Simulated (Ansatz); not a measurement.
The figure comes from a scan of BaTiO3 (cubic perovskite): volume and axial ratio are varied about the relaxed values (subscript 0). All values below come from PBEsol (plane waves to 420 eV, PAW, scalar-relativistic; Ansatz, a first-principles code). k mesh 8×8×8 (Γ-centred), Fermi-Dirac smearing 0.05 eV. E stands for the smeared free energy. BaTiO3 is run without spin polarisation. BaTiO3 was relaxed with its symmetry unable to fall. This is a high-temperature form of BaTiO3. ΔE is measured from the relaxed starting cell.

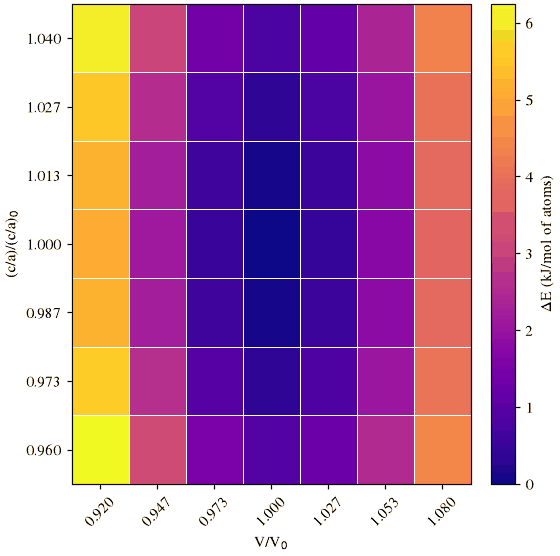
Fig. 1. ΔE (kJ/mol of atoms), one tile a computed point.

Read the plotted values off the figure, to the accuracy that the plot allows.

To the nearest 1:

ΔE (kJ/mol of atoms), with V/V₀ across and (c/a)/(c/a)₀ down:

```
(c/a)/(c/a)₀ \ V/V₀  0.920  0.947  0.973  1.000  1.027  1.053  1.080
-------------------  -----  -----  -----  -----  -----  -----  -----
0.960                    6      3      1      1      1      2      4
0.973                    6      3      1      0      1      2      4
0.987                    5      2      1      0      1      2      4
1.000                    5      2      0      0      0      2      4
1.013                    5      2      1      0      1      2      4
1.027                    6      3      1      0      1      2      4
1.040                    6      3      1      1      1      2      4
```

(Under strain, the slope of the energy per volume gives the stress and its curvature an elastic modulus.)
